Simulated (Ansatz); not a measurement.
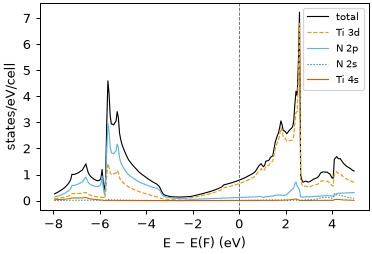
Total and projected density of states of TiN (rock salt, Fm-3m), LDA in the plane-wave PAW code Ansatz

Which orbitals carry the states next to the Fermi level?

Within 0.5 eV of the Fermi level: Ti 3d 83 %, N 2p 14 %. Projections are on Löwdin-orthogonalised atomic valence shells; empty p or d shells of many metals are not among them.

Where is the tallest occupied peak in this window, and what makes it?

Near -5.7 eV, about 4.6 states/eV per cell; the largest projected share is N 2p.

The LDA relaxation kept the symmetry of its start; of distortions, only those at the zone centre were tested. The run is not spin-polarised. With an odd number of electrons in the cell and no spin polarisation, the count alone makes it a metal.

Potentials: the later of the program's two PAW sets.
